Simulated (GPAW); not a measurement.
# Zr2CO2 MXene monolayer: work function by functional and basis

How far do functional and basis move the work function of Zr2CO2 MXene monolayer? Where a layer proves gapped, the work function hangs on where the smearing puts the Fermi level, and the band edges take its place.

Calculated with GPAW 26.7.0; GPAW, PAW setups; layer in a repeated cell with vacuum, relaxation of atoms and in-plane cell, in the first sound run; inputs show where later runs differ.

### Step 1. Starting point

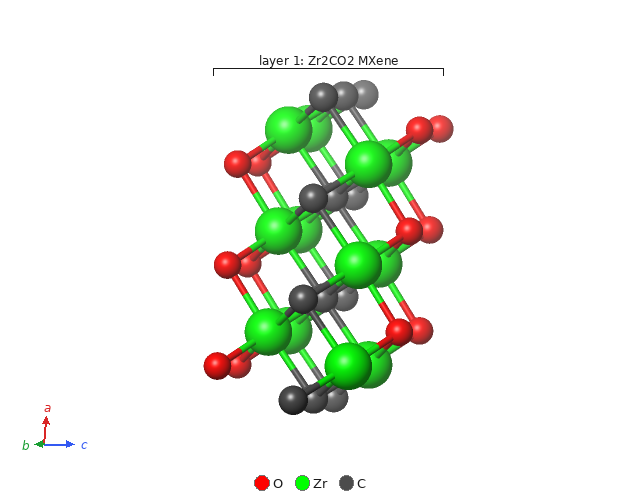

Start, viewed from the side, with the c axis across the page; oxygen red, zirconium green, carbon dark grey. 3×2×1 cells are drawn. Some periodic images of atoms are drawn too.

The cell holds 5 atoms: 2 O, 2 Zr and 1 C. Cell: a = 3.289 Å, b = 3.289 Å, c = 20.953 Å, α = 90.0°, β = 90.0°, γ = 120.0°. Vacuum lies along c.

### Step 2. Relaxation

Forces are removed first; all later runs use this geometry.

run.py reads:

```python
import json
import numpy as np
from ase import Atoms
from ase.filters import FrechetCellFilter
from ase.optimize import BFGS
from gpaw import GPAW, PW

slab = Atoms(
    ['O', 'Zr', 'C', 'Zr', 'O'],
    positions=[
        [-0.00000, 1.89891, 8.00000],
        [1.64450, 0.94945, 9.17872],
        [0.00000, 0.00000, 10.47647],
        [-0.00000, 1.89891, 11.77423],
        [1.64450, 0.94945, 12.95295]],
    cell=[[3.289, 0.0, 0.0], [-1.6445, 2.84836, 0.0], [0.0, 0.0, 20.9529]],
    pbc=[True, True, True])

slab.calc = GPAW(mode=PW(600), xc='PBE', kpts={'size': (12, 12, 1), 'gamma': True},
                 occupations={'name': 'fermi-dirac', 'width': 0.05}, nbands='160%',
                 convergence={'density': 1e-05}, maxiter=200,
                 symmetry={'tolerance': 1e-3}, txt='slab.txt')
result = {}
# The in-plane cell is free; stress needs a cell that repeats along all three vectors
path = []
opt = BFGS(FrechetCellFilter(slab, mask=[1, 1, 0, 0, 0, 1]), maxstep=0.2)
opt.attach(lambda: path.append((slab.get_potential_energy(), slab.positions.tolist(), slab.get_forces().tolist())))
result['relaxed'] = bool(opt.run(fmax=0.02, steps=45))
result['path'] = path
result['cell'] = slab.cell.tolist()
print('in-plane lattice', slab.cell.cellpar().round(4)[[0, 1, 5]])
energy = slab.get_potential_energy()
fermi = slab.calc.get_fermi_level()
v = slab.calc.get_electrostatic_potential().mean((0, 1)) - fermi
n = slab.calc.get_pseudo_density().mean((0, 1))
L = slab.cell[2, 2]
z = np.arange(len(v)) * L / len(v)
low, high = slab.positions[:, 2].min(), slab.positions[:, 2].max()
below, above = np.interp([low - 5.8, high + 5.8], z, v)
slopes = [np.interp(x, z, np.gradient(v, z)) for x in (low - 5.8, high + 5.8)]
eps = np.array([[slab.calc.get_eigenvalues(k, s) for k in range(len(slab.calc.get_ibz_k_points()))]
                for s in range(slab.calc.get_number_of_spins())]) - fermi
top, bottom = eps[eps < 0].max(), eps[eps > 0].min()
dipole = slab.get_dipole_moment()[2]
print(f'energy {energy:.4f} eV, Fermi level {fermi:.4f} eV, dipole {dipole:.5f} e A')
print(f'potential 5.8 A off the faces, from the Fermi level: lower {below:.4f} eV, upper {above:.4f} eV')
print(f'slope of the potential there: lower {slopes[0]:.5f}, upper {slopes[1]:.5f} eV/A')
print(f'nearest levels on the mesh: {top:.4f} and {bottom:.4f} eV')
print('magnetic moment', round(slab.get_magnetic_moment(), 3))
result.update(energy=energy, fermi=fermi, dipole=dipole, below=below, above=above, slopes=slopes, edges=[top, bottom],
              z=z.tolist(), v=v.tolist(), n=n.tolist(), positions=slab.positions.tolist(),
              forces=slab.get_forces(apply_constraint=False).tolist(), moments=slab.get_magnetic_moments().tolist())
json.dump(result, open('result.json', 'w'))
```

The run is started by

```sh
> OMP_NUM_THREADS=1 OPENBLAS_NUM_THREADS=1 python run.py
```

Output:

```text
Step          Energy          fmax
BFGS:    0      -44.553318        5.013407
BFGS:    1      -45.290228        2.263864
BFGS:    2      -45.520392        0.380702
BFGS:    3      -45.525957        0.314060
BFGS:    4      -45.542874        0.169190
BFGS:    5      -45.544765        0.138076
BFGS:    6      -45.546970        0.137527
BFGS:    7      -45.550628        0.102613
BFGS:    8      -45.555271        0.054982
BFGS:    9      -45.556997        0.018235
in-plane lattice [  3.2822   3.2822 120.    ]
energy -45.5570 eV, Fermi level -0.2840 eV, dipole 0.00074 e A
potential 5.8 A off the faces, from the Fermi level: lower 4.8912 eV, upper 4.8880 eV
slope of the potential there: lower 0.00019, upper 0.00115 eV/A
nearest levels on the mesh: -0.4409 and 0.4903 eV
magnetic moment 0.0
```

Run time: 6.5 min. Hardware: 1 thread of AMD EPYC 7B13 (Zen 3), shared host; peak memory 0.43 GiB.

Numbers from this step:

```yaml
dipole_along_the_normal: 7.38e-4 e·Å
levels_nearest_the_fermi_level_on_the_mesh: -0.4409, 0.4903 eV from the Fermi level
```

The electrostatic potential energy of an electron (without an applied field's), less the Fermi level, planar mean by z:

| z (Å) | electrostatic potential energy of an electron (without an applied field's), less the Fermi level, planar mean (eV) |
| --- | --- |
| 0 | 4.89 |
| 2 | 4.89 |
| 4 | 4.89 |
| 6 | 4.88 |
| 8 | -8.58 |
| 10 | -5.08 |
| 12 | -21.2 |
| 14 | 4.50 |
| 16 | 4.88 |
| 18 | 4.89 |
| 20 | 4.89 |

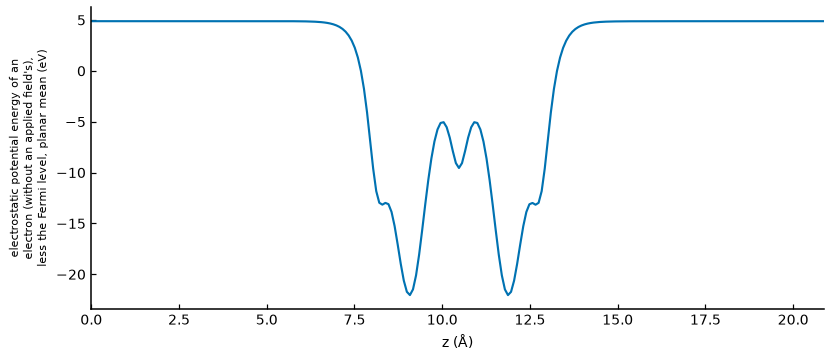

Electrostatic potential energy of an electron (without an applied field's), less the Fermi level, planar mean, plotted against z.

Table of pseudo valence density, planar mean by z:

| z (Å) | pseudo valence density, planar mean (e/Å³) |
| --- | --- |
| 5 | 3.6e-5 |
| 6 | 9.7e-4 |
| 7 | 0.0298 |
| 8 | 0.753 |
| 9 | 1.15 |
| 10 | 0.432 |
| 11 | 0.426 |
| 12 | 1.13 |
| 13 | 0.693 |
| 14 | 0.0254 |
| 15 | 8.1e-4 |
| 16 | 3.1e-5 |

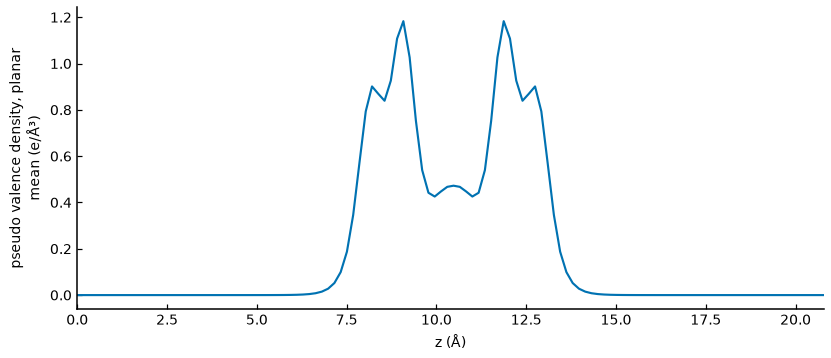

Pseudo valence density, planar mean, plotted against z.

The relaxation lowered the energy of the cell by 1.00 eV (energies extrapolated to zero smearing; the optimiser's log prints free energies). The largest force left on a free atom is 0.018 eV/Å.

### Step 3. The slab's potential

The work function is the vacuum plateau of the electrostatic potential less the Fermi level; a dipole layer lets the two faces have plateaus of their own.

This step: GPAW, PAW setups; slab in vacuum (GPAW 26.7.0).

The cell differs from the one that the last finished run ended in (c 20.953 → 20.642 Å).

Changes to run.py since step 2:

```diff
@@ -3,4 +3,2 @@
 from ase import Atoms
-from ase.filters import FrechetCellFilter
-from ase.optimize import BFGS
 from gpaw import GPAW, PW
@@ -10,23 +8,16 @@
     positions=[
-        [-0.00000, 1.89891, 8.00000],
-        [1.64450, 0.94945, 9.17872],
-        [0.00000, 0.00000, 10.47647],
-        [-0.00000, 1.89891, 11.77423],
-        [1.64450, 0.94945, 12.95295]],
-    cell=[[3.289, 0.0, 0.0], [-1.6445, 2.84836, 0.0], [0.0, 0.0, 20.9529]],
-    pbc=[True, True, True])
+        [0.00000, 1.89499, 8.00000],
+        [1.64111, 0.94749, 8.92181],
+        [-0.00000, -0.00000, 10.32116],
+        [0.00000, 1.89499, 11.72052],
+        [1.64111, 0.94749, 12.64233]],
+    cell=[[3.28222, 0.0, 0.0], [-1.64111, 2.84249, 0.0], [0.0, 0.0, 20.6423]],
+    pbc=[True, True, False])
 
-slab.calc = GPAW(mode=PW(600), xc='PBE', kpts={'size': (12, 12, 1), 'gamma': True},
+slab.calc = GPAW(mode=PW(500), xc='PBE', kpts={'size': (12, 12, 1), 'gamma': True},
                  occupations={'name': 'fermi-dirac', 'width': 0.05}, nbands='160%',
                  convergence={'density': 1e-05}, maxiter=200,
+                 poissonsolver={'dipolelayer': 'xy'},
                  symmetry={'tolerance': 1e-3}, txt='slab.txt')
 result = {}
-# The in-plane cell is free; stress needs a cell that repeats along all three vectors
-path = []
-opt = BFGS(FrechetCellFilter(slab, mask=[1, 1, 0, 0, 0, 1]), maxstep=0.2)
-opt.attach(lambda: path.append((slab.get_potential_energy(), slab.positions.tolist(), slab.get_forces().tolist())))
-result['relaxed'] = bool(opt.run(fmax=0.02, steps=45))
-result['path'] = path
-result['cell'] = slab.cell.tolist()
-print('in-plane lattice', slab.cell.cellpar().round(4)[[0, 1, 5]])
 energy = slab.get_potential_energy()
```

Output:

```text
energy -44.8428 eV, Fermi level -0.2089 eV, dipole 0.00044 e A
potential 5.8 A off the faces, from the Fermi level: lower 4.8896 eV, upper 4.8814 eV
slope of the potential there: lower 0.00051, upper -0.00051 eV/A
nearest levels on the mesh: -0.4377 and 0.4868 eV
magnetic moment 0.0
```

Elapsed: 52 s, on 1 thread; peak memory 0.25 GiB.

This step gave:

* dipole along the normal: 4.39e-4 e·Å
* levels nearest the Fermi level on the mesh: -0.4377, 0.4868 eV from the Fermi level
* upper work function: 4.881 eV
* lower work function: 4.890 eV
* upper ionisation energy: 5.319 eV

The electrostatic potential energy of an electron (without an applied field's), less the Fermi level, planar mean by z:

| z (Å) | electrostatic potential energy of an electron (without an applied field's), less the Fermi level, planar mean (eV) |
| --- | --- |
| 0 | 4.89 |
| 1 | 4.89 |
| 2 | 4.89 |
| 3 | 4.89 |
| 4 | 4.89 |
| 5 | 4.89 |
| 6 | 4.86 |
| 7 | 4.12 |
| 8 | -12.3 |
| 9 | -21.5 |
| 10 | -5.89 |
| 11 | -6.66 |
| 12 | -18.5 |
| 13 | -2.46 |
| 14 | 4.65 |
| 15 | 4.87 |
| 16 | 4.88 |
| 17 | 4.88 |
| 18 | 4.88 |
| 19 | 4.88 |
| 20 | 4.88 |

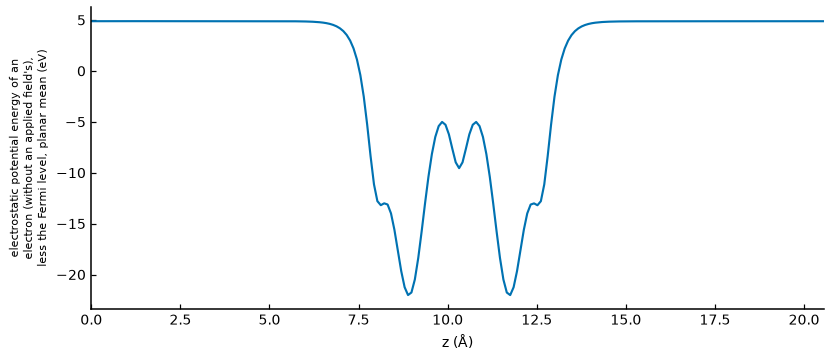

Electrostatic potential energy of an electron (without an applied field's), less the Fermi level, planar mean, plotted against z.

Table of pseudo valence density, planar mean by z:

| z (Å) | pseudo valence density, planar mean (e/Å³) |
| --- | --- |
| 4 | 3.0e-6 |
| 6 | 0.00167 |
| 8 | 0.873 |
| 10 | 0.450 |
| 12 | 0.992 |
| 14 | 0.0149 |
| 16 | 2.0e-5 |

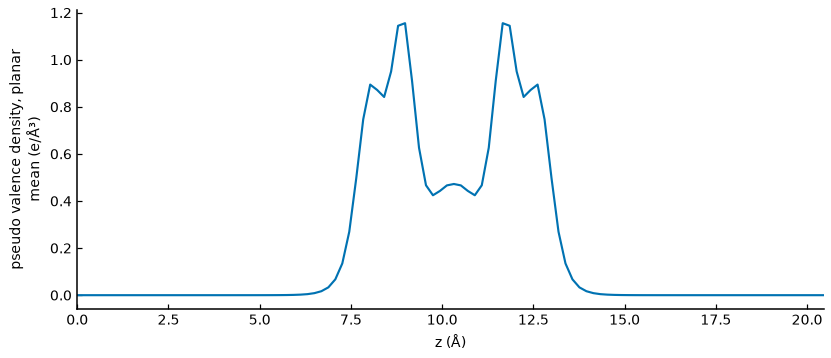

Pseudo valence density, planar mean, plotted against z.

The layer is gapped, so the Fermi level lies somewhere inside the gap, set by smearing and numerics, and these work functions are no property of the material; the band edges below the vacuum level are. The potential is flat to 5.1e-4 eV/Å where it is read, so the vacuum is wide enough.

### Step 4. Self-consistent run: xc = "revPBE"

The same geometry under revPBE, to see how far the functional moves the levels against the vacuum.

Changes to run.py since step 3:

```diff
@@ -16,3 +16,3 @@
 
-slab.calc = GPAW(mode=PW(500), xc='PBE', kpts={'size': (12, 12, 1), 'gamma': True},
+slab.calc = GPAW(mode=PW(500), xc='revPBE', kpts={'size': (12, 12, 1), 'gamma': True},
                  occupations={'name': 'fermi-dirac', 'width': 0.05}, nbands='160%',
```

Output:

```text
energy -43.1393 eV, Fermi level -0.0789 eV, dipole 0.00044 e A
potential 5.8 A off the faces, from the Fermi level: lower 4.7429 eV, upper 4.7346 eV
slope of the potential there: lower 0.00051, upper -0.00051 eV/A
nearest levels on the mesh: -0.4453 and 0.4945 eV
magnetic moment 0.0
```

The job ended after 47 s (1 thread; peak memory 0.26 GiB).

Numbers from this step:

| Quantity | Value |
| --- | --- |
| levels nearest the Fermi level on the mesh | -0.4453, 0.4945 eV from the Fermi level |
| upper work function | 4.735 eV |
| lower work function | 4.743 eV |
| upper ionisation energy | 5.180 eV |

Table of electrostatic potential energy of an electron (without an applied field's), less the Fermi level, planar mean by z:

| z (Å) | electrostatic potential energy of an electron (without an applied field's), less the Fermi level, planar mean (eV) |
| --- | --- |
| 0 | 4.74 |
| 2 | 4.74 |
| 4 | 4.74 |
| 6 | 4.71 |
| 8 | -12.4 |
| 10 | -5.97 |
| 12 | -18.6 |
| 14 | 4.51 |
| 16 | 4.73 |
| 18 | 4.73 |
| 20 | 4.73 |

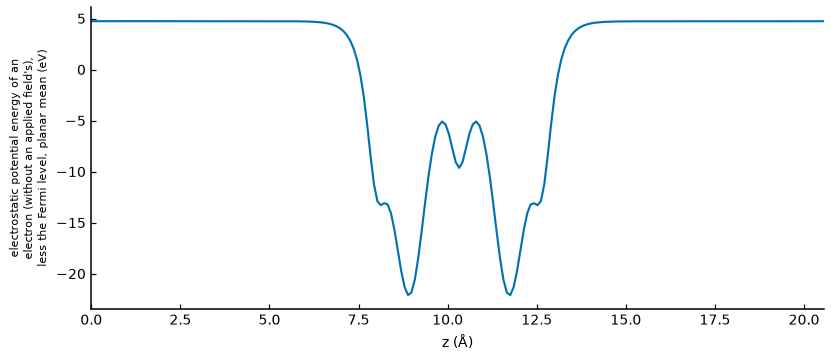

Electrostatic potential energy of an electron (without an applied field's), less the Fermi level, planar mean, plotted against z.

Pseudo valence density, planar mean against z:

| z (Å) | pseudo valence density, planar mean (e/Å³) |
| --- | --- |
| 4 | 3.3e-6 |
| 6 | 0.00167 |
| 8 | 0.873 |
| 10 | 0.450 |
| 12 | 0.993 |
| 14 | 0.0146 |
| 16 | 2.1e-5 |

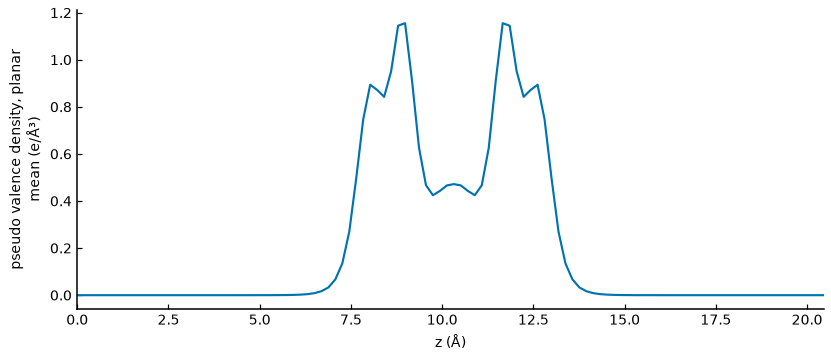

Pseudo valence density, planar mean against z.

Force by atom:

| atom | x (eV/Å) | y (eV/Å) | z (eV/Å) | size |
| --- | --- | --- | --- | --- |
| O1 | 0.000 | 0.000 | -0.190 | 0.190 |
| Zr2 | 0.000 | 0.000 | 0.065 | 0.065 |
| C3 | 0.000 | 0.000 | 0.000 | 0.000 |
| Zr4 | 0.000 | 0.000 | -0.065 | 0.065 |
| O5 | 0.000 | 0.000 | 0.190 | 0.190 |

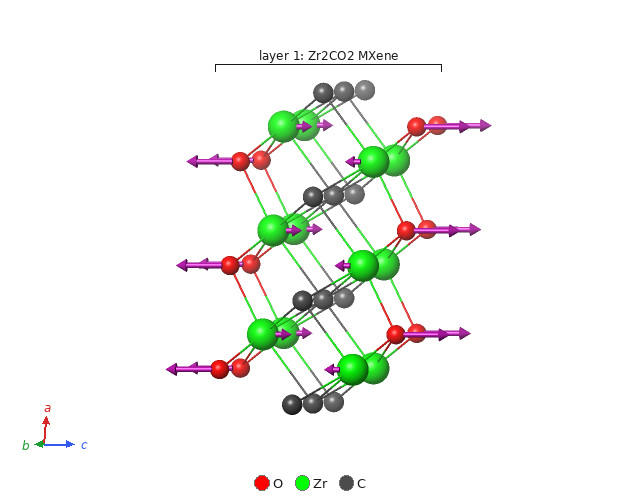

Force as arrows, the longest 0.190 eV/Å. 3×2×1 cells are drawn. Some periodic images of atoms are drawn too.

The highest filled level lies 0.445 eV under the Fermi level, so the ionisation energy from the upper face is 4.735 + 0.445 = 5.180 eV, against 5.319 eV in the base run.

### Step 5. Self-consistent run: xc = "RPBE"

The same geometry under RPBE, to see how far the functional moves the levels against the vacuum.

Changes to run.py since step 4:

```diff
@@ -16,3 +16,3 @@
 
-slab.calc = GPAW(mode=PW(500), xc='revPBE', kpts={'size': (12, 12, 1), 'gamma': True},
+slab.calc = GPAW(mode=PW(500), xc='RPBE', kpts={'size': (12, 12, 1), 'gamma': True},
                  occupations={'name': 'fermi-dirac', 'width': 0.05}, nbands='160%',
```

Output:

```text
energy -42.8357 eV, Fermi level -0.0610 eV, dipole 0.00044 e A
potential 5.8 A off the faces, from the Fermi level: lower 4.7318 eV, upper 4.7235 eV
slope of the potential there: lower 0.00051, upper -0.00051 eV/A
nearest levels on the mesh: -0.4486 and 0.4979 eV
magnetic moment 0.0
```

The job ended after 48 s (1 thread; peak memory 0.25 GiB).

This step gave:

- levels nearest the Fermi level on the mesh: -0.4486, 0.4979 eV from the Fermi level
- upper work function: 4.723 eV
- lower work function: 4.732 eV
- upper ionisation energy: 5.172 eV

The electrostatic potential energy of an electron (without an applied field's), less the Fermi level, planar mean by z:

| z (Å) | electrostatic potential energy of an electron (without an applied field's), less the Fermi level, planar mean (eV) |
| --- | --- |
| 0 | 4.73 |
| 2 | 4.73 |
| 4 | 4.73 |
| 6 | 4.70 |
| 8 | -12.4 |
| 10 | -6.00 |
| 12 | -18.6 |
| 14 | 4.49 |
| 16 | 4.72 |
| 18 | 4.72 |
| 20 | 4.72 |

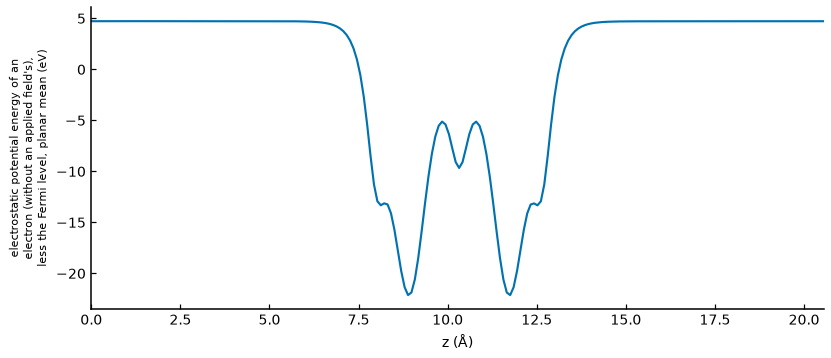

Electrostatic potential energy of an electron (without an applied field's), less the Fermi level, planar mean, plotted against z.

The highest filled level lies 0.449 eV under the Fermi level, so the ionisation energy from the upper face is 4.723 + 0.449 = 5.172 eV, against 5.319 eV in the base run.

### Step 6. Self-consistent run: xc = "vdW-DF2"

The same geometry under vdW-DF2, to see how far the functional moves the levels against the vacuum (the van der Waals functionals take revPBE setups).

Changes to run.py since step 5:

```diff
@@ -16,3 +16,3 @@
 
-slab.calc = GPAW(mode=PW(500), xc='RPBE', kpts={'size': (12, 12, 1), 'gamma': True},
+slab.calc = GPAW(mode=PW(500), xc='vdW-DF2', kpts={'size': (12, 12, 1), 'gamma': True},
                  occupations={'name': 'fermi-dirac', 'width': 0.05}, nbands='160%',
```

Output:

```text
energy -230.3279 eV, Fermi level -0.4867 eV, dipole 0.00044 e A
potential 5.8 A off the faces, from the Fermi level: lower 5.3311 eV, upper 5.3228 eV
slope of the potential there: lower 0.00048, upper -0.00048 eV/A
nearest levels on the mesh: -0.4999 and 0.5493 eV
magnetic moment 0.0
```

The job ended after 66 s (1 thread; peak memory 0.43 GiB).

Numbers from this step:

- levels nearest the Fermi level on the mesh: -0.4999, 0.5493 eV from the Fermi level
- upper work function: 5.323 eV
- lower work function: 5.331 eV
- upper ionisation energy: 5.823 eV

The highest filled level lies 0.500 eV under the Fermi level, so the ionisation energy from the upper face is 5.323 + 0.500 = 5.823 eV, against 5.319 eV in the base run.

### Step 7. Self-consistent run: xc = "LDA"

The same geometry under LDA, to see how far the functional moves the levels against the vacuum.

Changes to run.py since step 6:

```diff
@@ -16,3 +16,3 @@
 
-slab.calc = GPAW(mode=PW(500), xc='vdW-DF2', kpts={'size': (12, 12, 1), 'gamma': True},
+slab.calc = GPAW(mode=PW(500), xc='LDA', kpts={'size': (12, 12, 1), 'gamma': True},
                  occupations={'name': 'fermi-dirac', 'width': 0.05}, nbands='160%',
```

Output:

```text
energy -49.0617 eV, Fermi level -0.5735 eV, dipole 0.00044 e A
potential 5.8 A off the faces, from the Fermi level: lower 5.2681 eV, upper 5.2598 eV
slope of the potential there: lower 0.00051, upper -0.00051 eV/A
nearest levels on the mesh: -0.4080 and 0.4571 eV
magnetic moment 0.0
```

Elapsed: 46 s, on 1 thread; peak memory 0.26 GiB.

Numbers from this step:

```
dipole along the normal                    : 4.40e-4 e·Å
levels nearest the Fermi level on the mesh : -0.4080, 0.4571 eV from the Fermi level
upper work function                        : 5.260 eV
lower work function                        : 5.268 eV
upper ionisation energy                    : 5.668 eV
```

The highest filled level lies 0.408 eV under the Fermi level, so the ionisation energy from the upper face is 5.260 + 0.408 = 5.668 eV, against 5.319 eV in the base run.

(Continued in part 2 of 2.)

[Logs are printed without paths, hosts, clocks, repeated set-up lines and the standing remarks that a program may print on its own settings, such as how far it seeks lower states.]

[Hosts, paths, dates, database ids (printed as entryN), source tags and the programs' standing remarks are cut or masked in the printed files.]
